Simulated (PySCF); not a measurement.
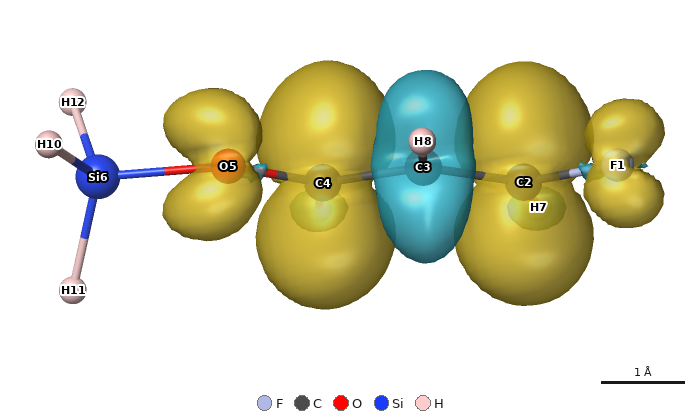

Figure 1: C3H6FOSi (SMILES F/C=C/[CH]O[SiH3]) (doublet). Isosurfaces of the spin density at +0.015 (yellow) and −0.015 e/Å³ (cyan), seen from one side.

Geometry: GFN2-xTB.

Level of theory: UKS B3LYP, pcH-1 on C F H O Si, non-relativistic, mean-field spin-orbit, GIAO (PySCF).

| atom | x (Å) | y (Å) | z (Å) |
| --- | --- | --- | --- |
| F | -3.7251 | 0.4029 | 0.5659 |
| C | -2.5861 | 0.4036 | -0.1480 |
| C | -1.3983 | 0.0951 | 0.4492 |
| C | -0.1832 | 0.0720 | -0.2032 |
| O | 0.9344 | -0.2417 | 0.4541 |
| Si | 2.5035 | -0.3620 | 0.0172 |
| H | -2.7372 | 0.6629 | -1.1822 |
| H | -1.4084 | -0.1471 | 1.5026 |
| H | -0.1036 | 0.3058 | -1.2561 |
| H | 3.0621 | -0.7477 | 1.3004 |
| H | 2.9847 | 0.9247 | -0.4911 |
| H | 2.6585 | -1.3691 | -1.0348 |

Which atoms carry the spin?

The unpaired spin (1 electron) lies mostly on C2 (about 0.4), C4 (about 0.4), O5 (about 0.1) and F1 (about 0.1), in electrons by Hirshfeld's partition.
